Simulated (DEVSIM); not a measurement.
Structure: abrupt Si n-p junction, at 300 K.

```tsv
layer (left to right)	material	thickness (μm)	Nd (cm⁻³)	Na (cm⁻³)	τn (s)	τp (s)
1	Si	42.0	1.2e19	-	4.9e-6	1.5e-5
2	Si	150	-	2.1e15	4.9e-6	4.9e-6
```

Left contact: ohmic. Right contact: ohmic. Voltage is applied to the left contact. Recombination: SRH at mid-gap, radiative, Auger. Mobility is μmin + (μ − μmin)/(1 + (N/Nref)^α).

This is a model device: material constants are rounded textbook-type values typed into the input, and sizes, dopings and lifetimes were drawn at random. Values at 300 K.

```
parameter           Si
-------------  -------
gap (eV)         1.124
affinity (eV)     4.05
permittivity      11.7
Nc (cm⁻³)      2.86e19
Nv (cm⁻³)       3.1e19
μn (cm²/Vs)       1417
μp (cm²/Vs)        470
μn,min              52
μp,min              45
Nref,n          9.7e16
Nref,p          2.2e17
αn                0.68
αp                0.72
B (cm³/s)      4.7e-15
Cn (cm⁶/s)     2.8e-31
Cp (cm⁶/s)     9.9e-32
```

Model (solved in DEVSIM): 1D drift-diffusion, Boltzmann statistics, complete ionisation; no tunnelling, impact ionisation, image-force lowering or self-heating.

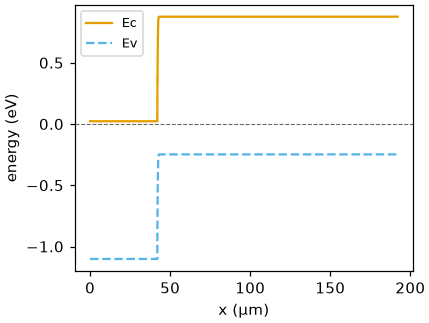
Fig. 1. Band edges at zero bias

Energies count from the Fermi level of the right contact; mesh points crowd at the junctions.

```csv
x (μm),Ec (eV),Ev (eV),n (cm⁻³),p (cm⁻³),field (V/cm)
0.000,0.022,-1.101,1.2e19,< 1e2,≈ 0
0.06456,0.022,-1.101,1.2e19,< 1e2,≈ 0
0.2895,0.022,-1.101,1.2e19,< 1e2,≈ 0
1.132,0.022,-1.101,1.2e19,< 1e2,≈ 0
6.651,0.022,-1.101,1.2e19,< 1e2,≈ 0
22.65,0.022,-1.101,1.2e19,< 1e2,≈ 0
36.77,0.022,-1.101,1.2e19,< 1e2,≈ 0
41.08,0.022,-1.101,1.2e19,< 1e2,≈ 0
41.77,0.022,-1.101,1.2e19,< 1e2,≈ 0
41.95,0.022,-1.101,1.2e19,< 1e2,≈ 0
42.01,0.106,-1.018,4.7e17,240,66000
42.14,0.401,-0.723,5.2e12,2.2e7,17000
42.58,0.840,-0.284,220000,5.3e14,3300
44.11,0.876,-0.248,55000,2.1e15,≈ 0
54.34,0.876,-0.248,55000,2.1e15,≈ 0
85.77,0.876,-0.248,55000,2.1e15,≈ 0
156.0,0.876,-0.248,55000,2.1e15,≈ 0
182.3,0.876,-0.248,55000,2.1e15,≈ 0
190.3,0.876,-0.248,55000,2.1e15,≈ 0
191.6,0.876,-0.248,55000,2.1e15,≈ 0
191.9,0.876,-0.248,55000,2.1e15,≈ 0
192.0,0.876,-0.248,55000,2.1e15,≈ 0
```
